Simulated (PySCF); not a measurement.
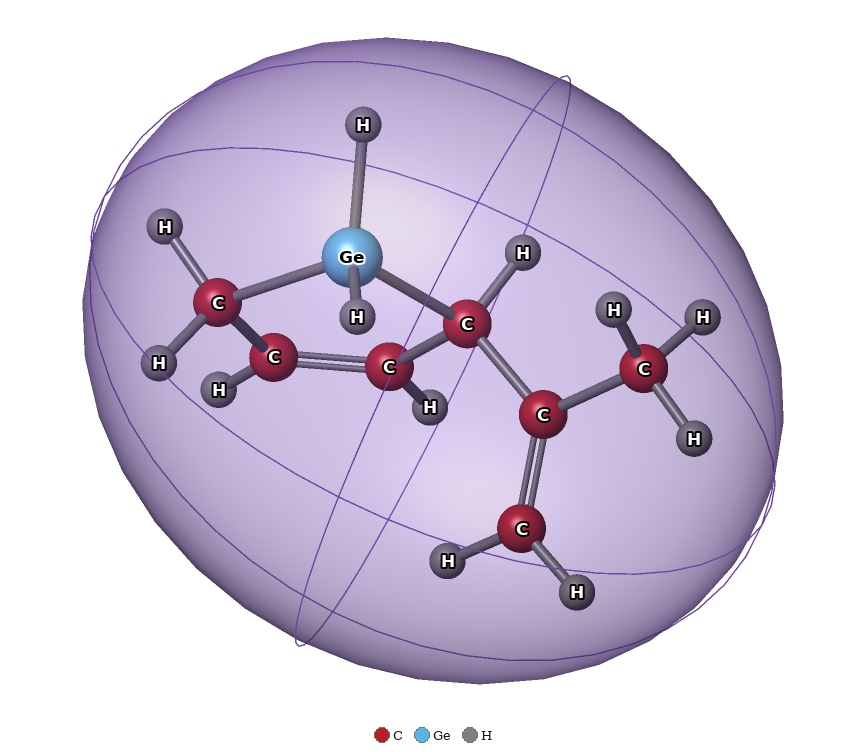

The ellipsoid shows the static dipole polarisability: its half-axes are proportional to the principal values. The computed structure is the end point of a PBE0-D3(BJ)/def2-SVP optimisation. No frequency run is at hand to confirm it as a minimum. Level of theory: CAM-B3LYP/def2-SVPD (PySCF 2.14.0).

### How large and how anisotropic is the polarisability?

Principal values 92.4, 115.4, 126.2 bohr³; mean 111.3 bohr³ (16.50 Å³); anisotropy 29.9 bohr³, so the longest axis is 1.37 times the shortest.
